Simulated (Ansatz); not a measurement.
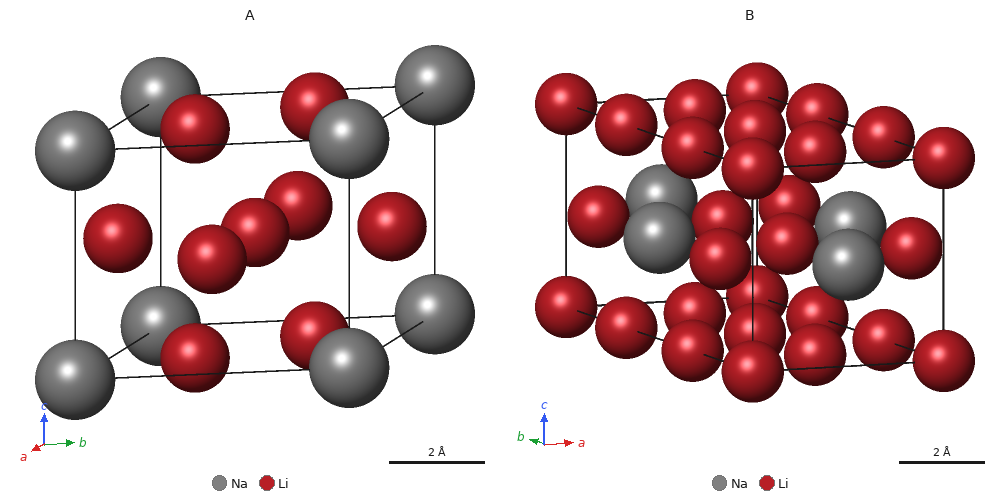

Two structures of NaLi5, each relaxed to rest (conventional cells in solid outline, small ones repeated, not to one scale). Method: Ansatz, DFT PBE, scalar-relativistic, plane waves, PAW, without spin polarisation.

### Identify the two structures.

A: CaCu₅ type, P6/mmm. B: 12 atoms a cell on a base-centred orthorhombic lattice, Cmmm.

### Which structure wins energetically, and by what margin?

B is lower, by 43 meV/atom at this level of theory (energies at zero smearing). Volumes: A 25.0, B 23.0 Å³/atom.

One or both may be structure types tried for this composition rather than known phases.
